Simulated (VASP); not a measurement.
**GW on InGaP2**

How does the gap of InGaP2 change from the starting functional to GW? The cell has space group R3m, a computed entry that need not be the common form of this compound. The start is a computed cell from the Materials Project.

Program: VASP 6.6.1. Level of theory: LDA; plane waves and PAW (In_d, Ga_d, P), in the first sound run; inputs show where later runs differ. Results are calculated unless marked as measured.

## Step 1: Set-up

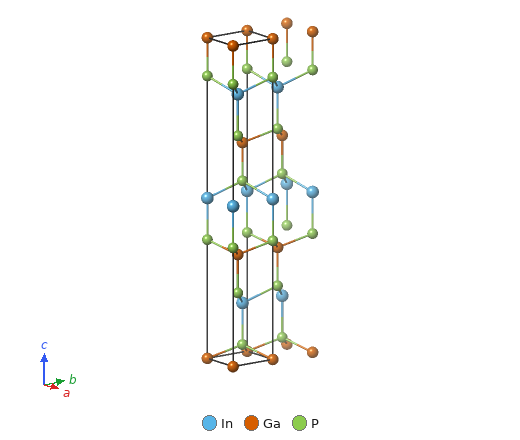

The cell as given, slightly off an axis (indium blue, gallium orange, phosphorus green). 1×2×1 cells are drawn. This picture shows the conventional cell, with its axes. Bonds to atoms that aren't drawn are left out. Some periodic images of atoms are drawn too.

## Step 2: Relaxation

The atoms are relaxed first inside the given cell, which is kept (ISIF = 2), since band edges depend on the positions.

Contents of INCAR:

```
SYSTEM = InGaP2
PREC = Accurate
ENCUT = 400
EDIFF = 1E-06
NELM = 100
ISMEAR = 0
SIGMA = 0.05
LREAL = .FALSE.
ALGO = Normal
GGA = CA
NBANDS = 24
LWAVE = .FALSE.
LCHARG = .FALSE.
KPAR = 8
IBRION = 2
NSW = 60
ISIF = 2
EDIFFG = -0.01
```

Contents of POSCAR:

```
InGaP2
1.0
    2.0273717651      1.1705036343      6.6343427726
   -2.0273717651      1.1705036343      6.6343427726
    0.0000000000     -2.3410072687      6.6343427726
In Ga P
1 1 2
Direct
    0.5002470000      0.5002470000      0.5002470000
    0.0002190000      0.0002190000      0.0002190000
    0.1195750000      0.1195750000      0.1195750000
    0.6299580000      0.6299580000      0.6299580000
```

Contents of KPOINTS:

```
Automatic mesh
0
Gamma
6 6 6
0 0 0
```

The projector-augmented-wave data sets are In_d, Ga_d and P (PBE family, release 64).

On the command line:

```console
> mpirun -np 8 vasp_std
```

What it wrote:

```text
[banner, memory and clock lines left out]
running    8 mpi-ranks, on    1 nodes
 distrk:  each k-point on    1 cores,    8 groups
 distr:  one band on    1 cores,    1 groups

 POSCAR found type information on POSCAR InGaP
 POSCAR found :  3 types and       4 ions
|                                                                             |
|           W    W    AA    RRRRR   N    N  II  N    N   GGGG   !!!           |
|           W    W   A  A   R    R  NN   N  II  NN   N  G    G  !!!           |
|           W    W  A    A  R    R  N N  N  II  N N  N  G       !!!           |
|           W WW W  AAAAAA  RRRRR   N  N N  II  N  N N  G  GGG   !            |
|           WW  WW  A    A  R   R   N   NN  II  N   NN  G    G                |
|           W    W  A    A  R    R  N    N  II  N    N   GGGG   !!!           |
|                                                                             |
|     For optimal performance we recommend to set                             |
|       NCORE = 2 up to number-of-cores-per-socket                            |
|     NCORE specifies how many cores store one orbital (NPAR=cpu/NCORE).      |
|     This setting can greatly improve the performance of VASP for DFT.       |
|     The default, NCORE=1 might be grossly inefficient on modern             |
|     multi-core architectures or massively parallel machines. Do your        |
|     Unfortunately you need to use the default for GW and RPA                |
|     calculations (for HF NCORE is supported but not extensively tested      |
|     yet).                                                                   |
|                                                                             |

|                                                                             |
|               ----> ADVICE to this user running VASP <----                  |
|                                                                             |
|     You enforced a specific xc type in the INCAR file but a different       |
|     [... a line on the potential file left out ...]
|     I HOPE YOU KNOW WHAT YOU ARE DOING!                                     |
|                                                                             |

 LDA part: xc-table for (Slater(with rela. corr.)+CA(PZ))
 , standard interpolation
 POSCAR, INCAR and KPOINTS ok, starting setup
 FFT: planning ... GRIDC
 FFT: planning ... GRID_SOFT
 FFT: planning ... GRID
 WAVECAR not read
 entering main loop
       N       E                     dE             d eps       ncg     rms          rms(c)
DAV:   1     0.236253379083E+03    0.23625E+03   -0.15192E+04  1560   0.162E+03
DAV:   2     0.360580374165E+01   -0.23265E+03   -0.22657E+03  1632   0.382E+02
DAV:   3    -0.199622674957E+02   -0.23568E+02   -0.23358E+02  1952   0.123E+02
DAV:   4    -0.207148506340E+02   -0.75258E+00   -0.75198E+00  1896   0.243E+01
DAV:   5    -0.207416044548E+02   -0.26754E-01   -0.26749E-01  2232   0.397E+00    0.650E+00
DAV:   6    -0.200518443108E+02    0.68976E+00   -0.14661E+00  2192   0.179E+01    0.352E+00
DAV:   7    -0.199880879187E+02    0.63756E-01   -0.48406E-01  2440   0.449E+00    0.124E+00
DAV:   8    -0.199785040036E+02    0.95839E-02   -0.55004E-02  2112   0.260E+00    0.688E-01
DAV:   9    -0.199769274434E+02    0.15766E-02   -0.64086E-03  2288   0.105E+00    0.191E-01
DAV:  10    -0.199769527137E+02   -0.25270E-04   -0.60548E-04  2072   0.231E-01    0.105E-01
DAV:  11    -0.199769643786E+02   -0.11665E-04   -0.15149E-04  2448   0.127E-01    0.301E-02
DAV:  12    -0.199769634979E+02    0.88070E-06   -0.13625E-05  1752   0.250E-02    0.193E-02
DAV:  13    -0.199769637252E+02   -0.22733E-06   -0.15092E-06  1448   0.107E-02
   1 F= -.19976964E+02 E0= -.19976964E+02  d E =-.199770E+02
 curvature:   0.00 expect dE= 0.000E+00 dE for cont linesearch  0.000E+00
 trial: gam= 0.00000 g(F)=  0.271E-03 g(S)=  0.000E+00 ort = 0.000E+00 (trialstep = 0.100E+01)
 search vector abs. value=  0.271E-03
 bond charge predicted
       N       E                     dE             d eps       ncg     rms          rms(c)
DAV:   1    -0.199770926780E+02   -0.12918E-03   -0.18901E-02  1552   0.763E-01    0.360E-02
DAV:   2    -0.199771535499E+02   -0.60872E-04   -0.66644E-04  2368   0.193E-01    0.995E-03
DAV:   3    -0.199771530409E+02    0.50897E-06   -0.15954E-05  1968   0.283E-02    0.725E-03
DAV:   4    -0.199771524120E+02    0.62888E-06   -0.19208E-06  1752   0.118E-02
   2 F= -.19977152E+02 E0= -.19977152E+02  d E =-.188687E-03
[...]
3 F= -.19977187E+02 E0= -.19977187E+02  d E =-.223389E-03
 curvature:  -0.82 expect dE=-0.103E-04 dE for cont linesearch -0.771E-08
 trial: gam= 0.05229 g(F)=  0.125E-04 g(S)=  0.000E+00 ort =-0.160E-05 (trialstep = 0.113E+01)
 search vector abs. value=  0.131E-04
 bond charge predicted
       N       E                     dE             d eps       ncg     rms          rms(c)
DAV:   1    -0.199771898337E+02   -0.24800E-05   -0.16679E-03  1624   0.188E-01    0.130E-02
DAV:   2    -0.199771947854E+02   -0.49517E-05   -0.55770E-05  2392   0.523E-02    0.291E-03
DAV:   3    -0.199771947368E+02    0.48506E-07   -0.12704E-06  1304   0.867E-03
   4 F= -.19977195E+02 E0= -.19977195E+02  d E =-.762215E-05
 trial-energy change:   -0.000008  1 .order   -0.000008   -0.000014   -0.000001
 step:   1.2251(harm=  1.2251)  dis= 0.00078  next Energy=   -19.977195 (dE=-0.764E-05)
 reached required accuracy - stopping structural energy minimisation
```

It took 71 s on 8 MPI ranks of AMD EPYC 7R43, shared host; peak memory 2.1 GiB.

Lines that name or quote the potential files are left out of all logs, and their timing lines are given in words.

OUTCAR, selected parts (step 2):

```text
ion  position               nearest neighbor table
   1  0.500  0.500  0.500-   3 2.52   3 2.52   3 2.52   4 2.58
   2  0.000  0.000  0.000-   3 2.38   4 2.45   4 2.45   4 2.45
   3  0.120  0.120  0.120-   2 2.38   1 2.52   1 2.52   1 2.52
   4  0.630  0.630  0.630-   2 2.45   2 2.45   2 2.45   1 2.58

  LATTYP: Found a trigonal (rhomboedric) cell.
 ALAT       =     7.0352554365
 COS(alpha) =     0.8339124639

 Subroutine GETGRP returns: Found  6 space group operations
 (whereof  6 operations were pure point group operations)

The static configuration has the point symmetry C_3v.

 Found     32 irreducible k-points:

   k-points           NKPTS =     32   k-points in BZ     NKDIM =     32   number of bands    NBANDS=     24

   dimension x,y,z NGX =    48 NGY =   48 NGZ =   48
   dimension x,y,z NGXF=    96 NGYF=   96 NGZF=   96

   ENCUT  =  400.0 eV  29.40 Ry    5.42 a.u.  11.47 11.47 11.47*2*pi/ulx,y,z

   NELECT =      36.0000    total number of electrons

 k-points in reciprocal lattice and weights: Automatic mesh
   0.00000000  0.00000000  0.00000000       0.005
   0.16666667  0.00000000 -0.00000000       0.028
   0.33333333  0.00000000  0.00000000       0.028
   0.50000000  0.00000000  0.00000000       0.014
   0.16666667  0.16666667 -0.00000000       0.028
   0.33333333  0.16666667  0.00000000       0.056
   0.50000000  0.16666667  0.00000000       0.056
  -0.33333333  0.16666667  0.00000000       0.056
  -0.16666667  0.16666667  0.00000000       0.028
[...]
-0.33333333  0.50000000  0.33333333       0.028
   0.50000000  0.50000000  0.50000000       0.005

 average (electrostatic) potential at core
       1 -96.0401       2 -65.1801       3 -83.2231       4 -83.5445

 E-fermi :   4.6044

 k-point     1 :       0.0000    0.0000    0.0000
  band No.  band energies     occupation
    ...
     14       3.2407      2.00000
     15       3.2407      2.00000
     16       4.2143      2.00000
     17       4.4096      2.00000
     18       4.4096      2.00000
     19       4.7947      0.00000
     20       5.8420      0.00000
     21       8.1298      0.00000
     22       8.1298      0.00000
     23       8.1982      0.00000
    ...

 k-point     2 :       0.1667    0.0000   -0.0000
  band No.  band energies     occupation
    ...
     14       1.6801      2.00000
     15       2.4719      2.00000
     16       2.9369      2.00000
     17       3.8270      2.00000
     18       3.8812      2.00000
     19       6.2507      0.00000
     20       6.9547      0.00000
     21       7.8040      0.00000
     22       8.6805      0.00000
     23       8.9125      0.00000
    ...

 k-point     3 :       0.3333    0.0000    0.0000
  band No.  band energies     occupation
    ...
     14       0.1787      2.00000
     15       0.7771      2.00000
     16       2.4715      2.00000
     17       2.6935      2.00000
     18       3.1040      2.00000
     19       6.4298      0.00000
     20       7.2329      0.00000
     21       7.9981      0.00000
     22       9.5464      0.00000
     23       9.7757      0.00000
    ...

  Total       -2.5117519     -2.5117519     -2.5438848      0.0000000      0.0000000     -0.0000000
  in kB      -42.6021980    -42.6021980    -43.1472094      0.0000000      0.0000000     -0.0000000
  external PRESSURE =     -42.7838685 kB  Pullay stress =       0.0000000 kB

  energy-cutoff  :      400.00
  volume of cell :       94.46
      direct lattice vectors                 reciprocal lattice vectors
     2.027371765  1.170503634  6.634342773     0.246624723  0.142388850  0.050243610
    -2.027371765  1.170503634  6.634342773    -0.246624723  0.142388850  0.050243610
     0.000000000 -2.341007269  6.634342773     0.000000000 -0.284777700  0.050243610

 POSITION                                       TOTAL-FORCE (eV/Angst)
 -----------------------------------------------------------------------------------
      0.00000     -0.00000      9.95662         0.000000      0.000000     -0.000736
      0.00000     -0.00000      0.00746         0.000000     -0.000000      0.000397
      0.00000     -0.00000      2.38165         0.000000     -0.000000      0.000913
      0.00000     -0.00000     12.53303         0.000000      0.000000     -0.000574
 -----------------------------------------------------------------------------------
    total drift:                               -0.000000     -0.000000      0.003597

  FREE ENERGIE OF THE ION-ELECTRON SYSTEM (eV)
  ---------------------------------------------------
  free  energy   TOTEN  =       -19.9771947368 eV

  energy  without entropy=      -19.9771947367  energy(sigma->0) =      -19.97719474

 reached required accuracy - stopping structural energy minimisation

[... 3 further parts left out ...]
```

The PAW data sets were made with PBE, though LDA sets exist; this is a small mismatch. The run keeps the 6 symmetry operations of its start, so it cannot find a distortion of lower symmetry.

The steps of the relaxation:

```csv
step,energy less that of the first step (eV),largest force (eV/Å)
1,0.0000,0.0616
2,-0.0002,0.0241
3,-0.0002,0.0125
4,-0.0002,0.0009
```

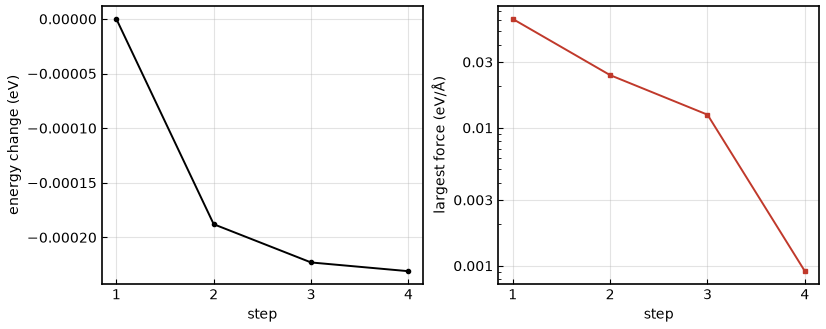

Energy and largest force along the relaxation.

Final coordinates:

```
In Ga P
1.0
     2.02737    1.17050    6.63434
    -2.02737    1.17050    6.63434
     0.00000   -2.34101    6.63434
In Ga P
1 1 2
Direct
  0.50026 0.50026 0.50026
  0.00037 0.00037 0.00037
  0.11966 0.11966 0.11966
  0.62970 0.62970 0.62970
```

Numbers from this step:

```yaml
free_energy_toten: -19.98 eV
fermi_energy: 4.604 eV
pressure: -4.278 GPa
```

At LDA, with these data sets, the largest force is down to 9.1e-4 eV/Å.

(Continued in part 2 of 4.)

[Lines on the potential files, build, host, timing and source positions are cut from VASP's logs without a mark.]

[Logs are printed without paths, hosts, clocks, repeated set-up lines and the standing remarks that a program may print on its own settings, such as how far it seeks lower states.]

[Hosts, paths, dates, database ids (printed as entryN), source tags and the programs' standing remarks are cut or masked in the printed files.]

[Pressures printed for these runs are not shown converged in the cutoff: they can be off by several GPa and have the wrong sign.]
